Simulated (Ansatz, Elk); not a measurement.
**Bonding as seen by X-rays: Mg4SeS3**

The structure of Mg4SeS3 used here is made up (a known structure type with other elements) and was relaxed beforehand with PBE. The aim is the Fourier transform of its all-electron density, F(hkl), set beside the sum over free spherical atoms that refinements use.

Calculated with Elk 11.2.3 (patched build); DFT, PBE, all-electron APW+lo, Dirac cores, scalar-relativistic bands, static density, no spin.

The structure was built from a prototype and need not be the compound's stable phase.

## 1. Starting point

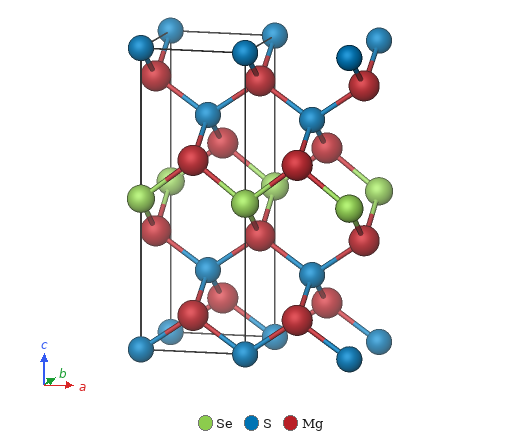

Start, viewed slightly off an axis; selenium green, sulfur blue, magnesium red. 2×1×1 cells are drawn. Some periodic images of atoms are drawn too.

## 2. Ground state and structure factors

An all-electron density is needed, since X-rays see the cores too. Task 0 finds the density and task 195 Fourier-transforms it; tshift is off so that phases refer to the origin typed.

File elk.in:

```
tasks
  0
  195

xctype
  20

spinpol
  .false.

rgkmax
  7.0

gmaxvr
  14.0

lmaxo
  7

lmaxapw
  8

swidth
  0.002

tshift
  .false.

ramdisk
  .false.

hmaxvr
  5.5

maxscl
  120

epspot
  1e-06

sppath
  './'

avec
  7.71760413608 -0.00000000000 -0.00000000000
  -0.00000000000 7.71760413608 0.00000000000
  -0.00000000000 0.00000000000 21.77129133049

atoms
  3
  'Se.in'
  1
  -0.0000000000 0.0000000000 0.5000000000   0.000000 0.000000 0.000000
  'S.in'
  3
  0.5000000000 0.5000000000 0.7573975396   0.000000 0.000000 0.000000
  -0.0000000000 0.0000000000 0.0000000000   0.000000 0.000000 0.000000
  0.5000000000 0.5000000000 0.2426024604   0.000000 0.000000 0.000000
  'Mg.in'
  4
  0.0000000000 0.5000000000 0.8788266695   0.000000 0.000000 0.000000
  0.5000000000 0.0000000000 0.1211733305   0.000000 0.000000 0.000000
  0.0000000000 0.5000000000 0.3646025794   0.000000 0.000000 0.000000
  0.5000000000 0.0000000000 0.6353974206   0.000000 0.000000 0.000000

ngridk
  6 6 2
```

Run with:

```console
OMP_NUM_THREADS=4 elk
```

Numbers of over 12 decimals in the logs are rounded to 6 here.

The program printed:

```text
┌─────────────────────────┐
│ Elk code version 11.2.3 │
└─────────────────────────┘

All units are atomic (Hartree, Bohr, etc.)

┌─────────────────────────────────────────────────┐
│ Ground-state run starting from atomic densities │
└─────────────────────────────────────────────────┘

Lattice vectors :
   7.717604136      -0.000000000      -0.000000000
  -0.000000000       7.717604136       0.000000000
  -0.000000000       0.000000000       21.77129133

Reciprocal lattice vectors :
  0.8141367705       0.000000000       0.000000000
   0.000000000      0.8141367705       0.000000000
   0.000000000       0.000000000      0.2885995696

Unit cell volume      :    1296.728888
Brillouin zone volume :   0.1912891861

Muffin-tin inner radius fraction :   0.1000000000E-01

Nuclei treated as point charges

Species : 1 (Se)
 parameters loaded from : Se.in
 name : selenium
 nuclear charge    :   -34.00000000
 electronic charge :    34.00000000
 atomic mass :    143935.2749
 muffin-tin radius :    2.400000000
 number of radial points in muffin-tin :    993
 inner part over the whole radius :   0.9976188588E-02
 number on inner part of muffin-tin    :    703
 approximate nuclear radius :   0.7785908700E-04
 number of mesh points to nuclear radius :    342
 atomic positions (lattice), magnetic fields (Cartesian) :
  1 :   0.00000000  0.00000000  0.50000000    0.00000000  0.00000000  0.00000000

Species : 2 (S)
 parameters loaded from : S.in
 name : sulphur
 nuclear charge    :   -16.00000000
 electronic charge :    16.00000000
 atomic mass :    58450.91931
 muffin-tin radius :    2.200000000
 number of radial points in muffin-tin :    793
 inner part over the whole radius :   0.9890556315E-02
 number on inner part of muffin-tin    :    554
 approximate nuclear radius :   0.6195814986E-04
 number of mesh points to nuclear radius :    251
 atomic positions (lattice), magnetic fields (Cartesian) :
  1 :   0.50000000  0.50000000  0.75739754    0.00000000  0.00000000  0.00000000
  2 :   0.00000000  0.00000000  0.00000000    0.00000000  0.00000000  0.00000000
  3 :   0.50000000  0.50000000  0.24260246    0.00000000  0.00000000  0.00000000

Species : 3 (Mg)
 parameters loaded from : Mg.in
 name : magnesium
 nuclear charge    :   -12.00000000
 electronic charge :    12.00000000
 atomic mass :    44305.30466
 muffin-tin radius :    2.200000000
 number of radial points in muffin-tin :    793
 inner part over the whole radius :   0.9941530515E-02
 number on inner part of muffin-tin    :    552
 approximate nuclear radius :   0.5710277704E-04
 number of mesh points to nuclear radius :    241
 atomic positions (lattice), magnetic fields (Cartesian) :
  1 :   0.00000000  0.50000000  0.87882667    0.00000000  0.00000000  0.00000000
  2 :   0.50000000  0.00000000  0.12117333    0.00000000  0.00000000  0.00000000
  3 :   0.00000000  0.50000000  0.36460258    0.00000000  0.00000000  0.00000000
  4 :   0.50000000  0.00000000  0.63539742    0.00000000  0.00000000  0.00000000

Total number of atoms per unit cell :    8
Total muffin-tin volume :    370.1215025
 ratio of muffin-tin to unit cell volume :   0.2854270511

Spin treatment :
 spin-unpolarised

Number of Bravais lattice symmetries :   16
Number of crystal symmetries         :    8
Crystal has no inversion symmetry
Complex Hermitian eigensolver will be used

k-point grid :      6     6     2
k-point offset :    0.000000000       0.000000000       0.000000000
k-point set is reduced with full crystal symmetry group
Total number of k-points :       20

Muffin-tin radius times maximum |G+k| :    7.000000000
 using average radius
Maximum |G+k| for APW functions       :    3.146067416
Maximum (1/2)|G+k|²                   :    4.948870092
Maximum |G| for potential and density :    14.00000000
Constant for pseudocharge density :    8
 order of it for each species :   15  15  15
 order of it for pair densities of each species (exact exchange by exxq0 0: 16) :   11   9   9
Radial integration step length :    1

[...]
Madelung                    :     -5347.1495320354
 xc potential                :     -313.69539873086
 exchange                    :     -226.08867887840
 correlation                 :     -5.309862
 electron entropic           :    -0.46911898535957E-11
 total energy                :     -4433.8321751683

Density of states at Fermi energy :   0.5026784692E-07
 (states/Hartree/unit cell)

Estimated indirect band gap :   0.1207910442
 from k-point 4 to k-point 1
Estimated direct band gap   :   0.1253859283
 at k-point 1

Charges :
 core                        :    56.00000000
 valence                     :    74.00000000
 interstitial                :    10.90043562
 muffin-tins (core leakage)
  species : 1 (Se)
[...]
species : 2 (S)
[...]
species : 3 (Mg)
[...]
total in muffin-tins        :    119.0995644
 total calculated charge     :    129.9993492
 total charge                :    130.0000000
 error                       :   0.6507637673E-03

RMS change in Kohn-Sham potential (target) :   0.6516224398     (  0.1000000000E-05)
Absolute change in total energy (target)   :    3.131333088     (  0.1000000000E-03)

[... loops 3 to 13 left out ...]

┌──────────────────┐
│ Loop number : 14 │
└──────────────────┘

Energies :
 Fermi                       :     0.101264
 sum of occupied eigenvalues :     -2504.8119457077
 electron kinetic            :      4493.5827604193
 core electron kinetic       :      3982.8533720795
 Coulomb                     :     -8692.1635717438
 Coulomb potential           :     -6699.2172914741
 nuclear-nuclear             :     -560.57545339297
 electron-nuclear            :     -9574.2081880417
 Hartree                     :      1442.6200696909
 Madelung                    :     -5342.5549260067
 xc potential                :     -299.17741465285
 exchange                    :     -225.66874087949
 correlation                 :     -5.312909
 electron entropic           :    -0.47287779163997E-11
 total energy                :     -4429.5624611684

Density of states at Fermi energy :   0.5026807234E-07
 (states/Hartree/unit cell)

Estimated indirect band gap :   0.1059720417
 from k-point 4 to k-point 1
Estimated direct band gap   :   0.1082311089
 at k-point 1

Charges :
 core                        :    56.00000000
 valence                     :    74.00000000
 interstitial                :    11.54348874
 muffin-tins (core leakage)
  species : 1 (Se)
[...]
species : 2 (S)
[...]
species : 3 (Mg)
[...]
total in muffin-tins        :    118.4565113
 total calculated charge     :    129.9993583
 total charge                :    130.0000000
 error                       :   0.6417303430E-03

RMS change in Kohn-Sham potential (target) :   0.2661531813E-06 (  0.1000000000E-05)
Absolute change in total energy (target)   :   0.7633893711E-04 (  0.1000000000E-03)

Convergence targets achieved

┌──────────────────┐
│ Loop number : 15 │
└──────────────────┘

Energies :
 Fermi                       :     0.101265
 sum of occupied eigenvalues :     -2504.8119311075
 electron kinetic            :      4493.5827702776
 core electron kinetic       :      3982.8533775510
 Coulomb                     :     -8692.1635696543
 Coulomb potential           :     -6699.2172897476
 nuclear-nuclear             :     -560.57545339297
 electron-nuclear            :     -9574.2081844991
 Hartree                     :      1442.6200682378
 Madelung                    :     -5342.5549247805
 xc potential                :     -299.17741163756
 exchange                    :     -225.66874066706
 correlation                 :     -5.312909
 electron entropic           :    -0.47287773339892E-11
 total energy                :     -4429.5624490304

Density of states at Fermi energy :   0.5026807206E-07
 (states/Hartree/unit cell)

Estimated indirect band gap :   0.1059719125
 from k-point 4 to k-point 1
Estimated direct band gap   :   0.1082309800
 at k-point 1

Charges :
 core                        :    56.00000000
 valence                     :    74.00000000
 interstitial                :    11.54348842
 muffin-tins (core leakage)
  species : 1 (Se)
[...]
species : 2 (S)
[...]
species : 3 (Mg)
[...]
atom 2                    :    10.49607694     ( -0.9828258740E-07)
   atom 3                    :    10.49214300     ( -0.9828258829E-07)
   atom 4                    :    10.49214300     ( -0.9828258829E-07)
 total in muffin-tins        :    118.4565116
 total calculated charge     :    129.9993583
 total charge                :    130.0000000
 error                       :   0.6417309440E-03

┌──────────────────────────────┐
│ Self-consistent loop stopped │
└──────────────────────────────┘

Wrote STATE.OUT
```

The job ended after 94 s (4 threads of Arm Neoverse V1, shared host; peak memory 0.27 GiB).

SFACRHO.OUT:

```text

h k l indices transformed by vhmat matrix:
   1.000000000       0.000000000       0.000000000    
   0.000000000       1.000000000       0.000000000    
   0.000000000       0.000000000       1.000000000    

      h      k      l  multipl.   |H|            Re(F)            Im(F)           |F|

      0      0      0      1   0.0000000       130.00000      0.19053430E-15   130.00000    
      0      0      1      2  0.28859957      -14.899308      0.22494660E-14   14.899308    
      0      0     -2      2  0.57719914       15.826058      0.78731312E-14   15.826058    
      1      0      0      4  0.81413677       16.929390     -0.13507562E-13   16.929390    
     -1      0      1      4  0.86377566      -18.087644       1.2168266       18.128529    
     -1      0     -1      4  0.86377566      -18.087644      -1.2168266       18.128529    
      0      0     -3      2  0.86579871      -17.164374     -0.28118326E-13   17.164374    
      0      1      2      4  0.99798674       67.997370       37.713922       77.755914    
      0      1     -2      4  0.99798674       67.997370      -37.713922       77.755914    
      1      1      0      4   1.1513633       28.001032      0.35744996E-14   28.001032    
      0      0     -4      2   1.1543983       28.233680      0.21369927E-13   28.233680    
     -1     -1     -1      8   1.1869823      -16.162667     -0.33741991E-14   16.162667    
      0      1      3      4   1.1884553      -12.787143       3.6052817       13.285672    
      1      0      3      4   1.1884553      -12.787143      -3.6052817       13.285672    
      1     -1     -2      8   1.2879426       17.430300      0.11247330E-14   17.430300    
      1      0      4      4   1.4126054       15.959794       2.7540845       16.195678    
      0     -1      4      4   1.4126054       15.959794      -2.7540845       16.195678    
     -1      1     -3      8   1.4405710      -21.523898     -0.11809697E-13   21.523898
```

Elk indexes on the primitive cell of elk.in and gives |H| = 4π sin θ/λ in inverse bohr. Below, one row stands for each form hkl of the conventional cell (m members, Friedel mates merged), F is for one primitive cell and the density is static (no thermal factor). Free-atom factors are Waasmaier and Kirfel's, and R is Σm||F|−|F'||/Σm|F|.

```csv
hkl,m,sin θ/λ (Å⁻¹),"abs F, DFT",neutral atoms,diff.,abs of complex diff.
001,2,0.043,14.899,14.896,+0.004,0.004
002,2,0.087,15.826,15.798,+0.029,0.029
100,4,0.122,16.929,16.983,-0.054,0.054
101,8,0.130,18.128,18.149,-0.020,0.021
003,2,0.130,17.164,17.059,+0.105,0.105
102,8,0.150,77.756,76.760,+0.996,1.203
110,4,0.173,28.001,27.216,+0.785,0.785
004,2,0.174,28.234,27.478,+0.756,0.756
111,8,0.178,16.163,16.245,-0.082,0.082
103,8,0.179,13.286,13.409,-0.123,0.124
112,8,0.194,17.430,17.488,-0.058,0.058
104,8,0.212,16.196,16.268,-0.072,0.073
113,8,0.217,21.524,21.574,-0.050,0.050
005,2,0.217,16.460,16.522,-0.062,0.062
200,4,0.245,87.654,87.867,-0.213,0.213
114,8,0.245,86.636,86.844,-0.208,0.208
201,8,0.249,13.089,13.129,-0.039,0.040
105,8,0.249,20.079,20.183,-0.105,0.107
```

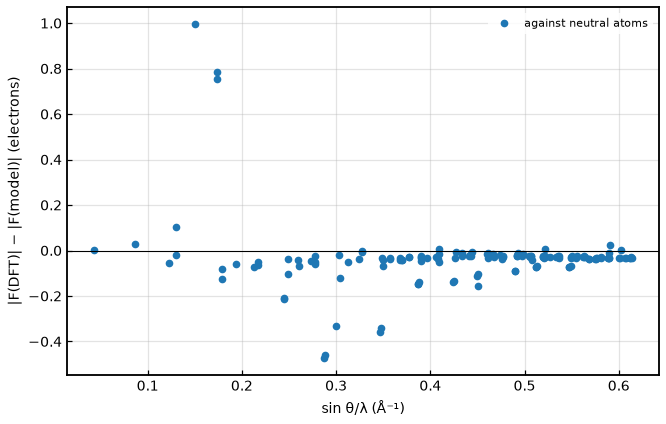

Difference between the calculated structure factors and the independent-atom ones.

## 3. The highest occupied states alone

An energy window below the Fermi level keeps the highest occupied states, to see at which angles they scatter; shallow core shells can lie inside it and anion s states outside. No new self-consistency is needed.

elk.in: that of step 2 with these lines changed.

```diff
@@ -1,3 +1,2 @@
 tasks
-  0
   195
@@ -40,2 +39,5 @@
 
+wsfac
+  -0.449980 0.401260
+
 sppath
```

Run with:

```console
OMP_NUM_THREADS=4 elk
```

The program printed:

```text
┌─────────────────────────────────┐
│ Elk code version 11.2.3 started │
└─────────────────────────────────┘

Info(readinput): the functional depends on the density's gradient
 muffin-tin radial points multiplied by    2.00000
 (not where nrmtscf is given)

┌────────────────────┐
│ Current task : 195 │
└────────────────────┘

Info(sfacrho): density structure factors written to SFACRHO.OUT

 Energy window :  -0.4499800000      0.4012600000

┌──────────────────┐
│ Elk code stopped │
└──────────────────┘
```

Wall time 26 s (4 threads); peak memory 0.19 GiB.

States within 15 eV below the Fermi level hold 32.00 electrons; any levels below the window count with the cores. Their amplitudes can exceed the total, where window and core parts have opposite phase:

```csv
hkl,sin θ/λ (Å⁻¹),"abs F, window","abs F, all"
001,0.043,0.804,14.899
002,0.087,0.305,15.826
100,0.122,0.380,16.929
101,0.130,0.068,18.128
003,0.130,0.566,17.164
102,0.150,12.456,77.756
110,0.173,9.118,28.001
004,0.174,8.982,28.234
111,0.178,0.691,16.163
103,0.179,1.144,13.286
```

## 4. Another functional

The difference from free atoms is small, so it is set against the change that LDA (Perdew-Wang) makes.

elk.in: that of step 3 with these lines changed.

```diff
@@ -1,2 +1,3 @@
 tasks
+  0
   195
@@ -4,3 +5,3 @@
 xctype
-  20
+  3
 
@@ -39,5 +40,2 @@
 
-wsfac
-  -0.449980 0.401260
-
 sppath
```

Run with:

```console
OMP_NUM_THREADS=4 elk
```

The program printed:

```text
┌─────────────────────────┐
│ Elk code version 11.2.3 │
└─────────────────────────┘

All units are atomic (Hartree, Bohr, etc.)

┌─────────────────────────────────────────────────┐
│ Ground-state run starting from atomic densities │
└─────────────────────────────────────────────────┘

Lattice vectors :
   7.717604136      -0.000000000      -0.000000000
  -0.000000000       7.717604136       0.000000000
  -0.000000000       0.000000000       21.77129133

Reciprocal lattice vectors :
  0.8141367705       0.000000000       0.000000000
[...]
interstitial                :    11.58658705
 muffin-tins (core leakage)
  species : 1 (Se)
[...]
species : 2 (S)
[...]
species : 3 (Mg)
[...]
atom 3                    :    10.50571043     ( -0.1573064654E-05)
   atom 4                    :    10.50571043     ( -0.1573064654E-05)
 total in muffin-tins        :    118.4134129
 total calculated charge     :    129.9993900
 total charge                :    130.0000000
 error                       :   0.6100299886E-03

┌──────────────────────────────┐
│ Self-consistent loop stopped │
└──────────────────────────────┘

Wrote STATE.OUT
[key lines of the parts left out:]
total energy                :     -4419.5763229859
```

Elapsed: 69 s, on 4 threads; peak memory 0.24 GiB; 3.7 min of CPU time.

Against the first run R = 0.09 %; the largest change is +0.098 at 204.

## 5. Basis size

The basis and the expansions that go with it are enlarged, to see whether the differences are converged.

elk.in: that of step 4 with these lines changed.

```diff
@@ -5,3 +5,3 @@
 xctype
-  3
+  20
 
@@ -11,12 +11,12 @@
 rgkmax
-  7.0
+  8.5
 
 gmaxvr
-  14.0
+  18.0
 
 lmaxo
-  7
+  9
 
 lmaxapw
-  8
+  10
```

Run with:

```console
OMP_NUM_THREADS=4 elk
```

The program printed:

```text
┌─────────────────────────┐
│ Elk code version 11.2.3 │
└─────────────────────────┘

All units are atomic (Hartree, Bohr, etc.)

┌─────────────────────────────────────────────────┐
│ Ground-state run starting from atomic densities │
└─────────────────────────────────────────────────┘

Lattice vectors :
   7.717604136      -0.000000000      -0.000000000
  -0.000000000       7.717604136       0.000000000
  -0.000000000       0.000000000       21.77129133

Reciprocal lattice vectors :
  0.8141367705       0.000000000       0.000000000
[...]
interstitial                :    11.53414948
 muffin-tins (core leakage)
  species : 1 (Se)
[...]
species : 2 (S)
[...]
species : 3 (Mg)
[...]
atom 3                    :    10.49267152     ( -0.9828258873E-07)
   atom 4                    :    10.49267152     ( -0.9828258873E-07)
 total in muffin-tins        :    118.4658505
 total calculated charge     :    129.9996581
 total charge                :    130.0000000
 error                       :   0.3419462417E-03

┌──────────────────────────────┐
│ Self-consistent loop stopped │
└──────────────────────────────┘

Wrote STATE.OUT
[key lines of the parts left out:]
total energy                :     -4429.5679528994
```

Run time: 6.1 min. Hardware: 4 threads; peak memory 0.75 GiB; 20 min of CPU time.

Against the first run R = 0.01 %; the largest change is -0.007 at 330.

## 6. Settings against the effect

```csv
run,R against the first run (%),"R against neutral atoms, low angle (%)",wall time
"PBE, rgkmax 7",0.00,0.65,94 s
LDA (Perdew-Wang),0.09,0.61,69 s
rgkmax 8.5 with larger expansions,0.01,0.65,6.1 min
```

## 7. Outcome

| Quantity | Value |
| --- | --- |
| R against neutral atoms, sin θ/λ < 0.3 Å⁻¹ | 0.65 % |
| R against neutral atoms, 0.3 to 0.61 Å⁻¹ | 0.23 % |

In words: Independent neutral atoms miss the calculated amplitudes by R = 0.65 % below 0.3 Å⁻¹ and 0.23 % from there to 0.61 Å⁻¹; by shells, 0.21 % below 0.15 Å⁻¹ (5 forms), 0.68 % 0.15 to 0.3 (21 forms), 0.26 % 0.3 to 0.45 (44 forms), 0.20 % above 0.45 (79 forms). Bonding, aspherical density and the tables' own atoms all enter these figures, and the runs don't part them. The largest change of an amplitude is +1.00 electrons, at 102. R counts amplitudes alone; phases shift too. The window's part falls from 32.0 electrons at the origin to at most 0.54 between 0.45 and 0.61 Å⁻¹. Below 0.3 Å⁻¹ the changes that finished (LDA (Perdew-Wang) and rgkmax 8.5 with larger expansions) move F by R = 0.04 % at most, against the 0.65 % that separates it from free atoms. The k-mesh has no finished test. Part of the difference isn't bonding: the tables are fits to free atoms and ions calculated by other methods than this functional. Thermal motion, anomalous dispersion and extinction are left out.

[Logs are printed without paths, hosts, clocks, repeated set-up lines and the standing remarks that a program may print on its own settings, such as how far it seeks lower states.]

[Hosts, paths, dates, database ids (printed as entryN), source tags and the programs' standing remarks are cut or masked in the printed files.]
